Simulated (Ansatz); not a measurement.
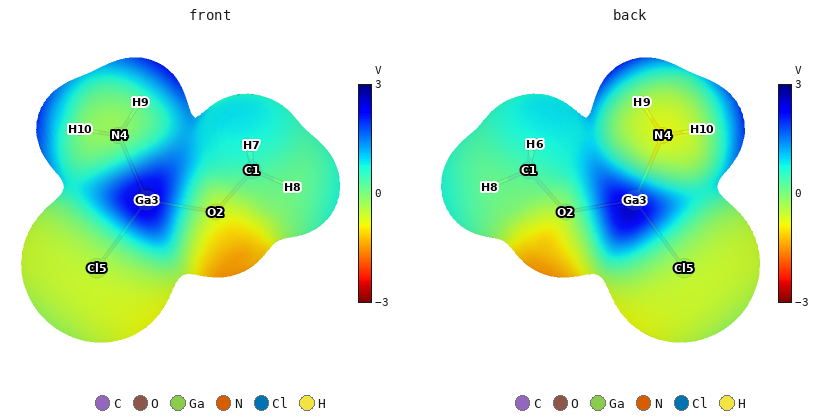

The picture shows: CH5ClGaNO (SMILES C[O][Ga]([NH2])[Cl]). The molecular electrostatic potential painted on the density surface at 0.002 e/bohr³, seen from the front and from behind; the colour scale runs from red (negative) to blue (positive).

Geometry: PBE0-D4/def2-TZVP.

Computed with RKS PBE0-D4/def2-TZVPP (Ansatz).

| atom | x (Å) | y (Å) | z (Å) |
| --- | --- | --- | --- |
| C | -0.1689 | -0.7137 | -1.5687 |
| O | -0.3151 | -1.2820 | -0.2899 |
| Ga | -0.0818 | -0.3181 | 1.1796 |
| N | 0.2864 | 1.4465 | 1.1513 |
| Cl | -0.3632 | -1.3327 | 3.0253 |
| H | -0.7558 | 0.2055 | -1.6947 |
| H | 0.8789 | -0.4843 | -1.8014 |
| H | -0.5234 | -1.4373 | -2.3078 |
| H | 0.5946 | 1.9202 | 0.3197 |
| H | 0.5314 | 1.9446 | 1.9898 |

Where is the surface potential most negative and most positive?

Answer. The most negative region (about −1.5 V) lies over O2, the most positive (about +2.5 V) over Ga3. O2 is the likeliest acceptor of a hydrogen bond.
